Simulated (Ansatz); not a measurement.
# Relaxing glassy NaFeSi2O6 (120 atoms)

How does glassy NaFeSi2O6 (120 atoms) relax, and what do bonds, charges and levels look like afterwards?

Calculated with Ansatz 0.2.0; Kohn-Sham DFT, PBE, PAW (set soft_2), plane waves.

**Experiments to compare with.** Gaussian fit of the first maximum of the total correlation function from room-temperature neutron diffraction (“Nature and distribution of iron sites in a sodium silicate glass   investigated by neutron diffraction and EPSR simulation”, 2008, arxiv:0805.1850): nearest Si–O distance 1.63 Å; number of O about Si 3.9; nearest Fe–O distance 1.89 Å (by neutron diffraction, T(r) peak position); nearest O–O distance 2.66 Å (by neutron diffraction, T(r) peak position); number density 0.072 Å⁻³ (by measured atomic number density); number of O about Fe 4.3 (by neutron diffraction with Fe isotope substitution, Gaussian fit).

## (1) Starting point

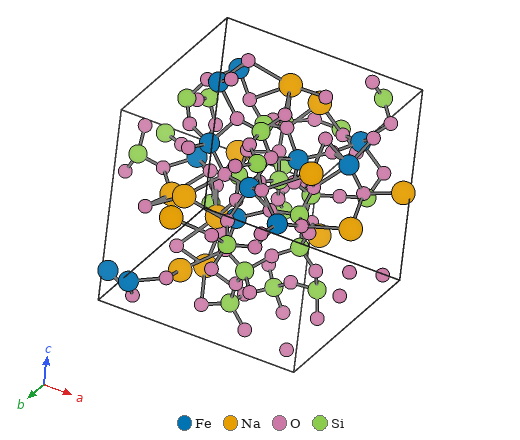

The starting structure, seen from a free direction (iron blue, sodium orange, oxygen pink, silicon green). Bonds to atoms that aren't drawn are left out. Some periodic images of atoms are drawn too.

The cell holds 120 atoms: 12 Fe, 12 Na, 72 O and 24 Si. Cell: a = 11.856 Å, b = 11.856 Å, c = 11.856 Å, α = 90.0°, β = 90.0°, γ = 90.0°. 120 atoms (12 Fe, 12 Na, 72 O, 24 Si) placed at random at 2.76 g/cm³, melted at 4500 K for 20 ps at fixed volume with the Morse and Coulomb pair potential with partial charges (Pedone, Malavasi, Menziani, Cormack and Segre, J. Phys. Chem. B 110, 11780 (2006)). Quenched from 4500 K to 300 K at 20 K/ps and fixed volume, held 5 ps. The starting density is a measured one.

What the set-up can't give: The quench rate of 20 K/ps is many orders above laboratory rates, so the cell is likely richer in defects and strain than a real sample. The starting topology of bonds comes from the classical model. Without a Hubbard term or exact exchange, open shells on Fe are likely too delocalised. Only the Γ point is sampled, in a cell whose shortest periodic width is 12 Å.

## (2) Single point at the start

The forces at the start show how far the geometry lies from a minimum of this functional.

The input, input.yaml:

```yaml
crystal:
  lattice:
    - [11.8563, 0.0, 0.0]
    - [0.0, 11.8563, 0.0]
    - [0.0, 0.0, 11.8563]
  atoms:
    - { symbol: Fe, position: [0.20162, 0.24583, 0.92796], spin: 5.0 }
    - { symbol: Fe, position: [0.71122, 0.06074, 0.52529], spin: 5.0 }
    - { symbol: Fe, position: [0.33691, 0.27549, 0.36828], spin: 5.0 }
    - { symbol: Fe, position: [0.06386, 0.14624, 0.75626], spin: 5.0 }
    - { symbol: Fe, position: [0.03626, 0.78504, 0.00824], spin: -5.0 }
    - { symbol: Fe, position: [0.80392, 0.16377, 0.73235], spin: -5.0 }
    - { symbol: Fe, position: [0.54882, 0.25332, 0.58438], spin: 5.0 }
    - { symbol: Fe, position: [0.14698, 0.34508, 0.56303], spin: 5.0 }
    - { symbol: Fe, position: [0.42751, 0.12953, 0.14119], spin: -5.0 }
    - { symbol: Fe, position: [0.39234, 0.49494, 0.33435], spin: 5.0 }
    - { symbol: Fe, position: [0.02681, 0.9936, 0.1626], spin: 5.0 }
    - { symbol: Fe, position: [0.28954, 0.76464, 0.74643], spin: 5.0 }
    - { symbol: Na, position: [0.51899, 0.83258, 0.8939] }
    - { symbol: Na, position: [0.79344, 0.13661, 0.2568] }
    - { symbol: Na, position: [0.88863, 0.66478, 0.51386] }
    - { symbol: Na, position: [0.98102, 0.03148, 0.46689] }
    - { symbol: Na, position: [0.4265, 0.77252, 0.49061] }
    - { symbol: Na, position: [0.50333, 0.99781, 0.37006] }
    - { symbol: Na, position: [0.16604, 0.71945, 0.48467] }
    - { symbol: Na, position: [0.4059, 0.11902, 0.85632] }
    - { symbol: Na, position: [0.59883, 0.20317, 0.8778] }
    - { symbol: Na, position: [0.12134, 0.48912, 0.34489] }
    - { symbol: Na, position: [0.00375, 0.34428, 0.11762] }
    - { symbol: Na, position: [0.28782, 0.7945, 0.1672] }
    - { symbol: O, position: [0.8458, 0.15983, 0.4744] }
    - { symbol: O, position: [0.38903, 0.45866, 0.67401] }
    - { symbol: O, position: [0.07682, 0.42636, 0.67714] }
    - { symbol: O, position: [0.62784, 0.63502, 0.84234] }
    - { symbol: O, position: [0.013, 0.6535, 0.33005] }
    - { symbol: O, position: [0.53397, 0.00898, 0.78984] }
    - { symbol: O, position: [0.41143, 0.60909, 0.23142] }
    - { symbol: O, position: [0.60778, 0.39444, 0.55674] }
    - { symbol: O, position: [0.41258, 0.56164, 0.46986] }
    - { symbol: O, position: [0.17288, 0.0962, 0.88683] }
    - { symbol: O, position: [0.69806, 0.36648, 0.31138] }
    - { symbol: O, position: [0.31038, 0.65525, 0.87241] }
    - { symbol: O, position: [0.55154, 0.99708, 0.57047] }
    - { symbol: O, position: [0.207, 0.21349, 0.65135] }
    - { symbol: O, position: [0.08058, 0.30472, 0.85356] }
    - { symbol: O, position: [0.60813, 0.18219, 0.42644] }
    - { symbol: O, position: [0.6833, 0.88851, 0.04883] }
    - { symbol: O, position: [0.25485, 0.37405, 0.45377] }
    - { symbol: O, position: [0.92527, 0.13229, 0.85919] }
    - { symbol: O, position: [0.32551, 0.0699, 0.02093] }
    - { symbol: O, position: [0.94558, 0.70308, 0.11858] }
    - { symbol: O, position: [0.54034, 0.61641, 0.64015] }
    - { symbol: O, position: [0.74157, 0.53467, 0.44731] }
    - { symbol: O, position: [0.91949, 0.44472, 0.85655] }
    - { symbol: O, position: [0.43741, 0.84167, 0.69292] }
    - { symbol: O, position: [0.49487, 0.97383, 0.15171] }
    - { symbol: O, position: [0.54736, 0.59092, 0.04996] }
    - { symbol: O, position: [0.55589, 0.76661, 0.18366] }
    - { symbol: O, position: [0.83918, 0.55074, 0.25376] }
    - { symbol: O, position: [0.9561, 0.20802, 0.64613] }
    - { symbol: O, position: [0.78925, 0.00345, 0.66852] }
    - { symbol: O, position: [0.39878, 0.21825, 0.52082] }
    - { symbol: O, position: [0.82893, 0.37093, 0.55583] }
    - { symbol: O, position: [0.62064, 0.56276, 0.25612] }
    - { symbol: O, position: [0.69764, 0.45124, 0.94818] }
    - { symbol: O, position: [0.68, 0.18499, 0.64028] }
    - { symbol: O, position: [0.71652, 0.77524, 0.69441] }
    - { symbol: O, position: [0.02237, 0.29306, 0.46685] }
    - { symbol: O, position: [0.31116, 0.32745, 0.84626] }
    - { symbol: O, position: [0.23168, 0.10232, 0.46992] }
    - { symbol: O, position: [0.7941, 0.90763, 0.85224] }
    - { symbol: O, position: [0.13693, 0.02185, 0.28236] }
    - { symbol: O, position: [0.77884, 0.92512, 0.44653] }
    - { symbol: O, position: [0.68048, 0.93173, 0.25586] }
    - { symbol: O, position: [0.04814, 0.83245, 0.85439] }
    - { symbol: O, position: [0.78737, 0.08139, 0.99995] }
    - { symbol: O, position: [0.4026, 0.28239, 0.08413] }
    - { symbol: O, position: [0.48553, 0.34955, 0.34104] }
    - { symbol: O, position: [0.82193, 0.7631, 0.29088] }
    - { symbol: O, position: [0.05671, 0.00185, 0.6994] }
    - { symbol: O, position: [0.77202, 0.29421, 0.8198] }
    - { symbol: O, position: [0.57646, 0.19326, 0.21784] }
    - { symbol: O, position: [0.48527, 0.27497, 0.73934] }
    - { symbol: O, position: [0.13774, 0.94218, 0.0489] }
    [... 36 atom lines left out ...]
    - { symbol: Si, position: [0.59763, 0.2727, 0.32183] }
    - { symbol: Si, position: [0.05131, 0.43409, 0.80631] }
    - { symbol: Si, position: [0.23078, 0.58705, 0.95088] }
    - { symbol: Si, position: [0.47966, 0.96629, 0.67375] }
    - { symbol: Si, position: [0.29793, 0.1392, 0.58242] }
    - { symbol: Si, position: [0.80346, 0.89466, 0.32092] }
magnetization:
  spin_polarized: true
kpoints:
  mp_grid: { grid: [1, 1, 1] }
hamiltonian:
  xc: pbe
scf:
  occupations: { method: gaussian, width: 0.05 }
  lower_state_search: "off"
output:
  forces: true
```

Command:

```console
ansatz run input.yaml --threads 4 --pin off --max-ram 8192MiB --backend cpu --events-out ev --progress --plain --runs-dir out
```

Numbers of over 12 decimals in the logs are rounded to 6 here.

What it wrote:

```text
Engine: ansatz 0.2.0, x86_64-unknown-linux-gnu
Pseudopotentials: kind: paw
Pseudopotential: Fe, paw, valence charge 16, recommended cutoff 420 eV (normal), Fe.paw.azcp
Pseudopotential: Na, paw, valence charge 9, recommended cutoff 420 eV (normal), Na.paw.azcp
Pseudopotential: O, paw, valence charge 6, recommended cutoff 420 eV (normal), O.paw.azcp
Pseudopotential: Si, paw, valence charge 4, recommended cutoff 420 eV (normal), Si.paw.azcp
[... 5 lines on functional and potentials left out ...]
Crystal: 120 atoms, lattice volume = 1666.662 Å³
Basis set: ecut = 420 eV, 32531 PW (Γ), exchange–correlation on 160×160×160 points (8 copies of the dense FFT grid, shifted against one another)
Bands: 564, of which v1, the nominal top of the filled ones, is band 414 counted from 1 (413 counted from 0)
Symmetry: 1 space group operations
Space group: P1 (ITA 1), of the structure as read, at distance tolerance 1.2e-4 Å
Magnetic group: BNS 1.1 (UNI 1), of the structure as read, at distance tolerance 1.2e-4 Å
k-points: 1
[... 9 lines on functional and potentials left out ...]
Initial density: superposition of atomic densities (chi_scale 0.1, normalization cell, long waves 64 % of neutral atoms (reshape's long-wave potential 1.64 eV rms, cloud 2.32 Å wide))
Starting moments: Σ|m| = 60 μB on 12 of 120 sites
Initial wavefunctions: pseudopotential atomic-orbital guess
Functional: x = pbe(κ = 0.804, μ = 0.219515), c = pbe(β = 0.066725)
SCF iter   1: F=—  HF=-127903.607285 eV  |F-HF|=—  |Δ(HF+E_count)|=         —  Δρ=2.36e-1 (↑1.48e-1 ↓2.36e-1)  dr2=2.51e3  dr2_m=2.46e2  M=12.168 μB ∫|m|=21.326 μB  β_m=0.30  ethr=3.10e-3  ⟨swp⟩=6.0  Hψ=4490  notcnv=0  defer=132
preconditioner: auto → Kerker (q_TF=auto, 2.428 Å⁻¹)  [metal: Δε(μ)=0.011 eV  Ē_g=14.451 eV  σ=0.050 eV  W_gap=0.12  n_scr=388 (ndim 8)  ℏωp=22.9 eV  f_vac=0.094  D(μ)=97.66/eV (n_scr^D=948)]
spin=Collinear: Kerker preconditioning applied to the charge; magnetization (m = ρ↑ − ρ↓) channel mixes plain (no charge-response kernel on spin).
SCF iter   2: F=—  HF=-127869.379114 eV  |F-HF|=—  |Δ(HF+E_count)|=    3.42e1  Δρ=9.22e-2 (↑8.10e-2 ↓9.22e-2)  dr2=3.85e2  dr2_m=7.95e0  M=29.793 μB ∫|m|=56.051 μB  β_m=1.00  ethr=3.10e-3  ⟨swp⟩=12.0  Hψ=4321  notcnv=0  defer=266
preconditioner: auto → Resta (q_TF=auto, 2.428 Å⁻¹)  ε∞=3.4  [insulator: Δε(μ)=0.088 eV  Ē_g=14.842 eV  σ=0.050 eV  W_gap=0.79  n_scr=388 (ndim 8)  ℏωp=22.9 eV  f_vac=0.094  D(μ)=11.12/eV (n_scr^D=32)  ε∞_Penn≈3.4]
spin=Collinear: Resta preconditioning applied to the charge; magnetization (m = ρ↑ − ρ↓) channel mixes plain (no charge-response kernel on spin).
SCF iter   3: F=—  HF=-127803.859736 eV  |F-HF|=—  |Δ(HF+E_count)|=    6.55e1  Δρ=5.60e-2 (↑5.07e-2 ↓5.60e-2)  dr2=1.95e2  dr2_m=6.11e0  M=24.361 μB ∫|m|=52.151 μB  β_m=0.30  ethr=3.10e-3  ⟨swp⟩=4.0  Hψ=2258  notcnv=0  defer=262
SCF iter   4: F=—  HF=-127824.753669 eV  |F-HF|=—  |Δ(HF+E_count)|=    2.09e1  Δρ=9.43e-2 (↑9.43e-2 ↓7.71e-2)  dr2=5.70e2  dr2_m=2.66e1  M=19.595 μB ∫|m|=45.676 μB  β_m=0.30  ethr=3.10e-3  ⟨swp⟩=4.0  Hψ=2243  notcnv=0  defer=256
SCF iter   5: F=—  HF=-127793.781694 eV  |F-HF|=—  |Δ(HF+E_count)|=    3.10e1  Δρ=7.06e-2 (↑5.47e-2 ↓7.06e-2)  dr2=2.48e2  dr2_m=2.20e1  M=24.601 μB ∫|m|=46.588 μB  β_m=0.30  ethr=3.10e-3  ⟨swp⟩=3.5  Hψ=2165  notcnv=0  defer=262
SCF iter   6: F=—  HF=-127789.315081 eV  |F-HF|=—  |Δ(HF+E_count)|=    4.47e0  Δρ=4.93e-2 (↑2.83e-2 ↓4.93e-2)  dr2=1.24e2  dr2_m=6.47e0  M=24.000 μB ∫|m|=50.215 μB  β_m=0.30  ethr=3.10e-3  ⟨swp⟩=5.0  Hψ=3127  notcnv=0  defer=260
SCF iter   7: F=—  HF=-127791.835713 eV  |F-HF|=—  |Δ(HF+E_count)|=    2.52e0  Δρ=6.43e-2 (↑3.36e-2 ↓6.43e-2)  dr2=1.86e2  dr2_m=9.99e0  M=22.082 μB ∫|m|=47.997 μB  β_m=0.30  ethr=3.10e-3  ⟨swp⟩=5.5  Hψ=2388  notcnv=0  defer=259
SCF iter   8: F=—  HF=-127787.981181 eV  |F-HF|=—  |Δ(HF+E_count)|=    3.85e0  Δρ=3.10e-2 (↑3.10e-2 ↓2.88e-2)  dr2=4.89e1  dr2_m=5.71e0  M=26.022 μB ∫|m|=52.576 μB  β_m=0.30  ethr=3.10e-3  ⟨swp⟩=3.5  Hψ=2534  notcnv=0  defer=268
SCF iter   9: F=—  HF=-127787.596620 eV  |F-HF|=—  |Δ(HF+E_count)|=   3.85e-1  Δρ=2.90e-2 (↑2.56e-2 ↓2.90e-2)  dr2=2.13e1  dr2_m=7.29e0  M=27.487 μB ∫|m|=54.577 μB  β_m=0.30  ethr=3.10e-3  ⟨swp⟩=4.0  Hψ=2021  notcnv=0  defer=264
SCF iter  10: F=—  HF=-127788.114440 eV  |F-HF|=—  |Δ(HF+E_count)|=   5.18e-1  Δρ=2.76e-2 (↑1.53e-2 ↓2.76e-2)  dr2=1.30e1  dr2_m=5.11e0  M=27.846 μB ∫|m|=55.101 μB  β_m=0.30  ethr=2.57e-3  ⟨swp⟩=5.0  Hψ=1994  notcnv=0  defer=261
[...]
spin-set hold released at iteration 11 (site moments contracting): the magnetisation degrees of freedom join the quasi-Newton model from the next iteration; the mixer history was flushed
[...]
SCF iter  25: F=—  HF=-127788.148194 eV  |F-HF|=—  |Δ(HF+E_count)|=   6.34e-5  Δρ=6.82e-5 (↑6.82e-5 ↓5.18e-5)  dr2=1.57e-4  dr2_m=2.76e-5  M=29.491 μB ∫|m|=56.886 μB  β_m=0.34  ethr=8.31e-8  ⟨swp⟩=2.0  Hψ=1608  notcnv=0  defer=262
SCF iter  26: F=—  HF=-127788.148187 eV  |F-HF|=—  |Δ(HF+E_count)|=   7.42e-6  Δρ=3.46e-5 (↑2.49e-5 ↓3.46e-5)  dr2=4.11e-5  dr2_m=5.65e-6  M=29.489 μB ∫|m|=56.883 μB  β_m=0.34  ethr=1.89e-8  ⟨swp⟩=2.0  Hψ=1676  notcnv=0  defer=262
SCF iter  27: F=—  HF=-127788.149582 eV  |F-HF|=—  |Δ(HF+E_count)|=   1.40e-3  Δρ=2.70e-5 (↑2.70e-5 ↓2.17e-5)  dr2=2.71e-5  dr2_m=4.04e-6  M=29.491 μB ∫|m|=56.885 μB  β_m=0.33  ethr=4.96e-9  ⟨swp⟩=2.0  Hψ=1886  notcnv=0  defer=262
SCF iter  28: F=—  HF=-127788.149583 eV  |F-HF|=—  |Δ(HF+E_count)|=   7.86e-7  Δρ=1.75e-5 (↑1.28e-5 ↓1.75e-5)  dr2=1.16e-5  dr2_m=1.50e-6  M=29.487 μB ∫|m|=56.882 μB  β_m=0.31  ethr=3.28e-9  ⟨swp⟩=2.0  Hψ=1071  notcnv=0  defer=262
SCF iter  29: F=—  HF=-127788.149583 eV  |F-HF|=—  |Δ(HF+E_count)|=   5.05e-7  Δρ=1.11e-5 (↑6.74e-6 ↓1.11e-5)  dr2=4.06e-6  dr2_m=5.45e-7  M=29.488 μB ∫|m|=56.882 μB  β_m=0.28  ethr=1.40e-9  ⟨swp⟩=2.0  Hψ=1274  notcnv=0  defer=262
SCF iter  30: F=—  HF=-127788.149584 eV  |F-HF|=—  |Δ(HF+E_count)|=   1.64e-7  Δρ=4.21e-6 (↑3.81e-6 ↓4.21e-6)  dr2=7.09e-7  dr2_m=1.30e-7  M=29.490 μB ∫|m|=56.884 μB  β_m=0.34  ethr=4.90e-10  ⟨swp⟩=2.0  Hψ=1181  notcnv=0  defer=262
SCF iter  31: F=—  HF=-127788.149584 eV  |F-HF|=—  |Δ(HF+E_count)|=   1.73e-7  Δρ=7.13e-6 (↑2.79e-6 ↓7.13e-6)  dr2=1.47e-6  dr2_m=2.13e-7  M=29.488 μB ∫|m|=56.883 μB  β_m=0.35  ethr=8.56e-11  ⟨swp⟩=2.0  Hψ=1319  notcnv=0  defer=262
SCF iter  32: F=—  HF=-127788.149584 eV  |F-HF|=—  |Δ(HF+E_count)|=   8.54e-8  Δρ=3.34e-6 (↑1.67e-6 ↓3.34e-6)  dr2=3.78e-7  dr2_m=3.66e-8  M=29.489 μB ∫|m|=56.883 μB  β_m=0.29  ethr=8.56e-11  ⟨swp⟩=2.0  Hψ=1241  notcnv=0  defer=262
SCF iter  33: F=—  HF=-127788.149584 eV  |F-HF|=—  |Δ(HF+E_count)|=   2.30e-8  Δρ=1.84e-6 (↑1.10e-6 ↓1.84e-6)  dr2=1.29e-7  dr2_m=1.31e-8  M=29.489 μB ∫|m|=56.884 μB  β_m=0.26  ethr=4.57e-11  ⟨swp⟩=2.0  Hψ=1650  notcnv=0  defer=262
SCF iter  34: F=-127788.149584 eV  HF=-127788.149584 eV  |F-HF|=1.22e-8  |Δ(HF+E_count)|=   2.42e-8  Δρ=1.11e-6 (↑5.62e-7 ↓1.11e-6)  dr2=4.62e-8  dr2_m=4.75e-9  M=29.489 μB ∫|m|=56.884 μB  ethr=1.21e-11  ⟨swp⟩=3.5  Hψ=2387  notcnv=0
SCF 1 converged in 34 iterations: F = -127788.149584 eV  dr2 = 4.62e-8
  greatest PAW one-centre occupation: 1.003 electrons in one spin orbital (limit 2), on the Fe atom at site 9 (counted from 0), in its partial waves of l = 1
SCF converged after 34 iterations
Magnetization: 29.4893 μB (428.7446 up, 399.2554 down)
Absolute magnetization: 56.9059 μB (∫|ρ↑−ρ↓|, with the PAW one-centre terms)
Spin contamination: 14.3588 ħ² per cell (⟨S²⟩ above its minimum at these occupations)
Per-site moments (μB) at R_I (Å): [(3.468480, 0.752187), (3.783546, 0.835275), (3.511029, 0.753814), (3.632070, 0.759759), (-3.649750, 0.789495), (-3.426462, [...]
Free energy (F): -127788.149584 eV
Harris-Foulkes:  -127788.149584 eV  (|F-HF|=1.22e-8)
Internal energy: -127788.126808 eV  (E = F + TS)
E sigma→0 (E₀):  -127788.138196 eV
Entropy (-TS):   -0.022776 eV (-0.190 meV/atom)
Fermi energy:    4.620293 eV
--- Per-component energies (eV) ---
  E_band       = -9835.845897
  E_kinetic    = 19348.844675
  E_local      = -109607.179681  (includes V_loc(G=0)·N_el)
  E_nonlocal   = 8147.254215
  E_hartree    = 44672.710767
  E_xc         = -8520.994871
  E_vxc        = -10323.829994  (∫ρ·V_xc dr)
  E_paw        = -43303.327815  (= ΣΔE_a)
  E_vpaw       = -6746.544746  (= ΣTr[D̂ρ^β])
  E_aug_tail   = 0.191602  (compensation charges beyond the density's cutoff)
  E_ewald      = -38525.625701
  E_smearing   = -0.022776  (= −TS)
  E_closure    = -0.000000  (closes the sum)
  Σ components = -127788.149584   (vs F -127788.149584, Δ=0.00e0)
--- Forces (eV/Å), atoms counted from 1 ---
  atom   1  Fe     1.08675212     1.05630554     0.70743699
  atom   2  Fe    -0.71074564     0.22525604     0.10289380
  atom   3  Fe     1.16699767    -0.67547317     0.33297524
  atom   4  Fe    -0.43948377    -0.02739192     0.63625433
  atom   5  Fe     0.52738446     0.38985121    -0.93274650
  atom   6  Fe     1.17528123     0.50292958     0.27094267
  atom   7  Fe    -0.11100942    -0.48309966     0.21295351
  atom   8  Fe    -0.17847033    -0.98110650     0.74948713
  atom   9  Fe    -0.25517223     0.46481133    -0.00629111
  atom  10  Fe     0.83921351    -1.17857941     0.55836791
  atom  11  Fe    -0.48936790     1.22240322    -0.81136780
  atom  12  Fe     0.21764703     0.97165468     1.27472017
  atom  13  Na    -0.09880546     0.40827592    -0.27835309
  atom  14  Na    -0.18389587     0.05879476    -0.15774396
[...]
atom 119  Si     1.02467312     1.47148631    -1.08838928
  atom 120  Si    -0.63280989    -0.21665453    -2.84079431
  max |Σ_I F_I| component: 1.60e-4 eV/Å
```

It took 90 s on 4 threads of Intel Xeon Platinum 8375C at 2.90GHz (Ice Lake), shared host; peak memory 4.5 GiB; 5.8 min of CPU time.

The column dr2 measures how far the density is from self-consistency, as an energy; F and HF (Harris–Foulkes) agree once it is small.

The run gave:

| Item | Value |
| --- | --- |
| free energy | -127788.1496 eV |
| free energy per atom | -1064.9012 eV/atom |
| SCF cycles | 34 |
| r.m.s. force component | 1.337 eV/Å |
| longest force | 5.362 eV/Å |
| Fermi energy | 4.62 eV |
| total moment | 29.49 μB |
| absolute moment | 56.91 μB |

The r.m.s. force component of 1.3 eV/Å sets the starting point.

Length of the force by element:

| element | coordination | atoms | mean length of the force (eV/Å) | spread | least | most |
| --- | --- | --- | --- | --- | --- | --- |
| Fe | all | 12 | 1.17 | 0.403 | 0.530 | 1.67 |
| Na | all | 12 | 0.499 | 0.210 | 0.197 | 1.03 |
| O | all | 72 | 2.15 | 1.06 | 0.150 | 5.36 |
| Si | all | 24 | 2.73 | 1.12 | 0.925 | 4.85 |

[end of part 1 of 4]

[Logs are printed without paths, hosts, clocks, repeated set-up lines and the standing remarks that a program may print on its own settings, such as how far it seeks lower states.]

[Hosts, paths, dates, database ids (printed as entryN), source tags and the programs' standing remarks are cut or masked in the printed files.]
